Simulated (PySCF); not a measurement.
# Cl4La (charge −1): what the fields show

The calculation's input:

```
mol = gto.M(atom='''
La    -0.00000    -0.00000     0.00000
Cl     1.54466     1.54466     1.54466
Cl    -1.54466    -1.54466     1.54466
Cl     1.54466    -1.54466    -1.54466
Cl    -1.54466     1.54466    -1.54466''',
    basis={'La': 'def2-SVP', 'Cl': 'def2-SVP'},
    ecp={'La': 'def2-SVP'},
    charge=-1, spin=0)
mf = dft.RKS(mol, xc='PBE0')
mf.grids.atom_grid = (75, 302)  # f atoms: at least (60, 302), unpruned
mf = mf.density_fit()  # La def2-universal-JKFIT, Cl def2-universal-JKFIT
mf.conv_tol = 1e-09; mf.max_cycle = 55
mf.kernel(dm0)
```

Command:

```sh
OMP_NUM_THREADS=2 python run.py
```

Core potentials replace the inner electrons of La.

These are results of RKS PBE0, La def2-SVP with ECP46, Cl def2-SVP; non-relativistic Hamiltonian with scalar-relativistic core potentials where named; density fitting (PySCF 2.14.0), not measurements.

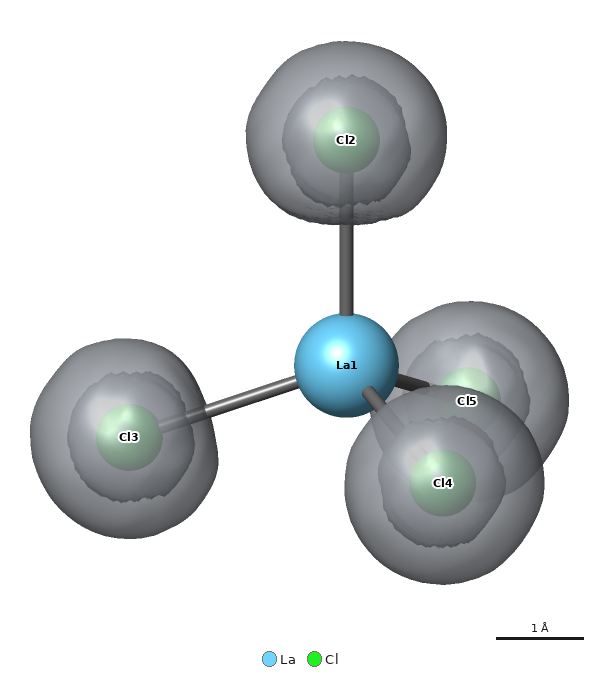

Figure 1. Isosurface of the electron localisation function at 0.8 (grey), seen from one side. Only the valence region is drawn (cores and ρ < 0.01 e/Å³ removed).

Q: Where are the electrons localised?

A: The surface consists of four regions wrapped around Cl (the valence shell of each).


La–Cl (2.68 Å): the ELF peaks at about 0.85 in the valence shell of Cl, 0.8 Å from its nucleus, and drops to about 0.20 between the two atoms: a closed-shell, largely ionic contact.

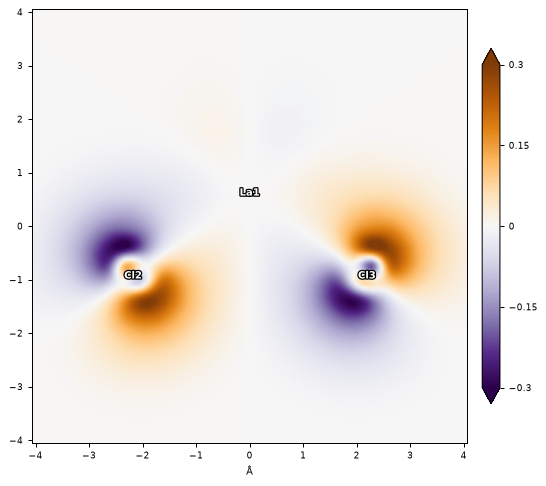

Figure 2. The HOMO on the plane of atoms Cl2, La1 and Cl3 (values in Å⁻³ᐟ²; the overall sign is arbitrary).

Q: What is the character of this orbital?

A: By Hirshfeld shares it lies mainly on Cl4 (about 35 %), Cl3 (about 35 %), Cl2 (about 10 %) and Cl5 (about 10 %); largely a combination of lone pairs on Cl4, Cl3, Cl2 and Cl5. It is one of a degenerate set, so its orientation is arbitrary. Its energy is −4.56 eV.

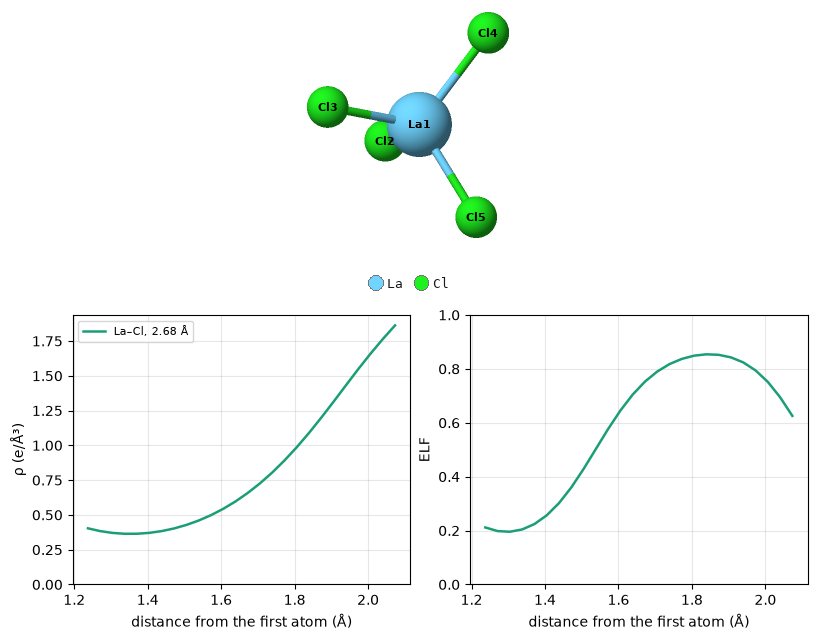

Figure 3. Electron density and electron localisation function along straight lines between neighbouring atoms. The curves leave out the atomic cores. The structure is drawn too.

Q: What can be read from the curves?

A: La–Cl (2.68 Å): the density is about 0.36 e/Å³ at the midpoint; the ELF peaks at about 0.85 in the valence shell of Cl, 0.8 Å from its nucleus, and drops to about 0.20 between the two atoms (an ionic contact with no shared pair).
